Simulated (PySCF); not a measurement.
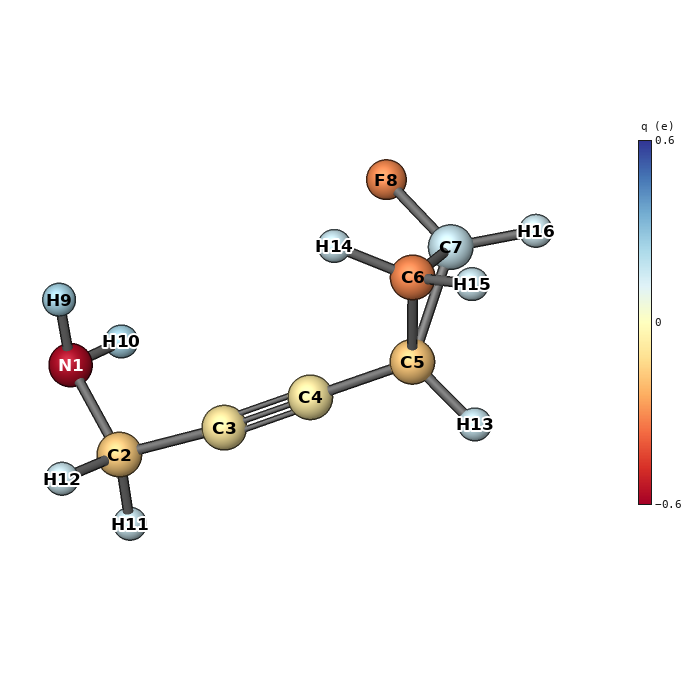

Atoms are coloured by their IAO charges. Computed geometry: GFN2-xTB optimisation. No frequency run is at hand to confirm it as a minimum. Method: PBE0/pcSseg-1, gas phase (PySCF 2.14.0).

Give the IAO charges atom by atom.

```
atom  value (e)
  N1      −0.56
  C2      −0.16
  C3      −0.08
  C4      −0.07
  C5      −0.17
  C6      −0.31
  C7       0.17
  F8      −0.30
  H9       0.25
 H10       0.25
 H11       0.17
 H12       0.16
 H13       0.17
 H14       0.17
 H15       0.16
 H16       0.15
```
